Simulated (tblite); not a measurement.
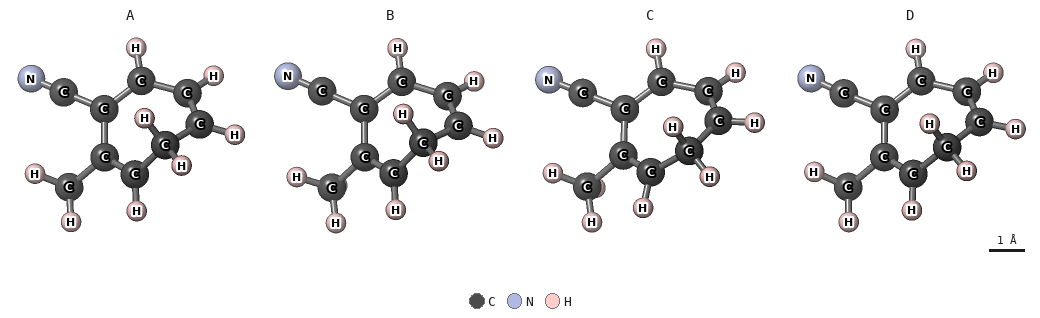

4 geometries from one relaxation of C$_{9}$H$_{9}$N, in shuffled order. Style: ball-and-stick. Shown at a tilt.

Method: GFN2-xTB geometry optimisation, gas phase (tblite 0.8.0). 

Question: Order the frames from highest to lowest energy.

Answer: C, D, A, B. They are steps 0, 17, 33, 78, at +10.5 kcal/mol, +2.26 kcal/mol, +0.73 kcal/mol relative to the last. Over 78 geometry steps the energy falls by 10.5 kcal/mol. The largest move after the best rigid fit is that of an H atom, 0.65 Å. By element the largest moves are H 0.65 Å, N 0.35 Å, C 0.30 Å. Among the contacts that change: C–C 1.483 → 1.430 Å, C–H 1.124 → 1.090 Å, C–C 1.337 → 1.363 Å, C–C 1.316 → 1.339 Å. Among the angles between lasting bonds that change: C–C–C 131.9° → 121.1°, C–C–C 131.4° → 122.3°, C–C–C 112.8° → 103.8°. Groups turn about C–C by about 30°, C–C by about 30°. Cost: 0.49 s on 1 thread of Arm Neoverse V2, with other jobs on the host.
